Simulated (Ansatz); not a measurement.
**BCl2 (SMILES Cl[B]Cl) at UCCSD/STO-3G**

What is the energy change on altering one bond length of BCl2 at UCCSD/STO-3G? 

The calculation is run with Ansatz 0.2.0.

38 further runs of the same task are left out: 4 that didn't finish, 34 set aside as unsound or not needed.

**1. The structure to begin with**

BCl2 has 3 atoms, charge 0, and is taken as a doublet. SMILES: `Cl[B]Cl`. Geometry: relaxed at PBE0-D4/def2-TZVP.

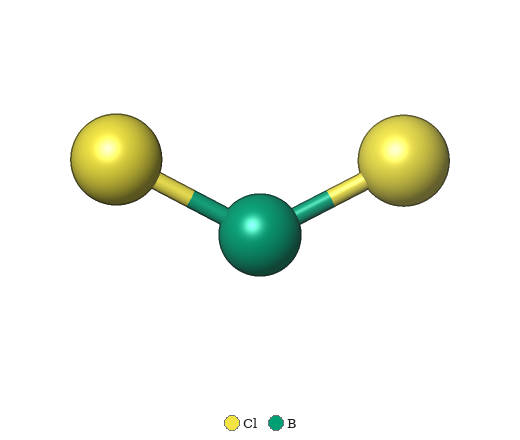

Viewed from a chosen angle; chlorine yellow, boron teal.

**2. The energy at UCCSD/STO-3G**

Contents of job.yaml:

```yaml
crystal:
  periodic: [false, false, false]
  atoms:
    - {symbol: Cl, position_ang: [0.371500, -1.525600, 0.030000]}
    - {symbol: B, position_ang: [-0.463900, -0.050300, -0.256900]}
    - {symbol: Cl, position_ang: [0.081500, 1.511100, 0.213700]}
basis:
  gaussian:
    orbitals: STO-3G
magnetization:
  spin_polarized: true
  initial_magnetization: 1
correlation:
  method: ccsd
  frozen_orbitals: {B: 1, Cl: 5}
accuracy: high
scf:
  omitted_lower_state_checks: [cluster_reference, increment]
```

Launch:

```sh
ansatz run job.yaml --threads 1 --pin off --max-ram 2610MiB --events-out events.jsonl --progress --plain --runs-dir runs
```

Log (excerpt; [...] marks lines left out):

```text
Warning: RAYON_NUM_THREADS=1 ignored (pool sized by the plan → 1); use --threads N
Functional definition: HF
  name "HF"
[...]
404 factors; integrals over basis functions are off by at most 1.6e-8 eV
[...]
mean field -25402.68111153 eV, -933.5313122931 hartree, gradient 9.9e-8 eV, S^2 0.753681; 0 other end points of the search recorded, 0 dependent functions left out
11 core orbitals not correlated: weight in the atoms' cores, before any rotation towards them, 1.000 or more for the frozen orbitals, at most 0.000 for the correlated occupied ones
reference -25402.68111153 eV, -933.5313122931 hartree; 9, 8 occupied and 3, 4 virtual orbitals, 404 factors
second order -1.10653889 eV of doubles, -0.00000000 eV of singles
cycle   1  -1.23338358 eV  change   -1.3e-1 eV  update   6.2e-2
[...]
cycle  21  -1.37829644 eV  change  -3.3e-10 eV  update  5.2e-10
Total energy: -25404.05940797 eV, -933.5819637531 hartree
Checks for a lower state left out: cluster_reference, increment
```

It took 0.38 s on 1 thread of Arm Neoverse V1, shared host.

**3. The distorted shape**

Changes to job.yaml since step 2:

```diff
@@ -3,3 +3,3 @@
   atoms:
-    - {symbol: Cl, position_ang: [0.371500, -1.525600, 0.030000]}
+    - {symbol: Cl, position_ang: [0.580356, -1.894436, 0.101727]}
     - {symbol: B, position_ang: [-0.463900, -0.050300, -0.256900]}
```

Launch:

```sh
ansatz run job.yaml --threads 1 --pin off --max-ram 2610MiB --events-out events.jsonl --progress --plain --runs-dir runs
```

Log (excerpt; [...] marks lines left out):

```text
Warning: RAYON_NUM_THREADS=1 ignored (pool sized by the plan → 1); use --threads N
Functional definition: HF
  name "HF"
[...]
397 factors; integrals over basis functions are off by at most 1.8e-8 eV
[...]
mean field -25401.41169121 eV, -933.4846619568 hartree, gradient 1.7e-8 eV, S^2 0.758435; 0 other end points of the search recorded, 0 dependent functions left out
11 core orbitals not correlated: weight in the atoms' cores, before any rotation towards them, 1.000 or more for the frozen orbitals, at most 0.000 for the correlated occupied ones
reference -25401.41169121 eV, -933.4846619568 hartree; 9, 8 occupied and 3, 4 virtual orbitals, 397 factors
second order -1.21614748 eV of doubles, -0.00000000 eV of singles
cycle   1  -1.38333110 eV  change   -1.7e-1 eV  update   7.9e-2
[...]
cycle  25  -1.60147916 eV  change  -1.5e-10 eV  update  9.9e-10
Total energy: -25403.01317037 eV, -933.5435152303 hartree
Checks for a lower state left out: cluster_reference, increment
```

It took 0.42 s on 1 thread of Arm Neoverse V1, shared host.

**4. Results**

Level: UCCSD/STO-3G, 11 core orbitals frozen.

| quantity | value |
| --- | --- |
| first shape: total energy | -933.58196 Eh |
| first shape: correlation energy (11 core orbitals frozen) | -50.7 mEh |
| first shape: ⟨S²⟩ of the reference determinant | 0.754 |
| first shape: T1 diagnostic | 0.014 |
| distorted shape: total energy | -933.54352 Eh |
| distorted shape: correlation energy (11 core orbitals frozen) | -58.9 mEh |
| distorted shape: ⟨S²⟩ of the reference determinant | 0.758 |
| distorted shape: T1 diagnostic | 0.018 |
| energy change with the Cl1–B2 bond stretched from 1.720 to 2.149 Å | 1.046 eV |

**Reading.** With the Cl1–B2 bond stretched from 1.720 to 2.149 Å the energy rises by 1.05 eV (24 kcal/mol). The first shape isn't relaxed at this level, so the change isn't measured from a minimum. The minimal basis adds a large error of its own.
